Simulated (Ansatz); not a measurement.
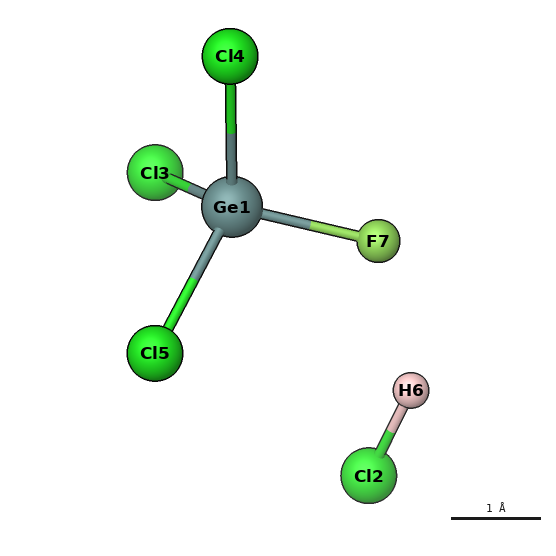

Computed geometry: PBE0-D4/def2-TZVP optimisation.

Find the hydrogen bonds (donors O, N, F, S or Cl) and give their geometry.

| D–H···A | D–H (Å) | H···A (Å) | angle (°) | kind |
| --- | --- | --- | --- | --- |
| Cl2–H6···F7 | 1.28 | 2.12 | 148 | intermolecular |
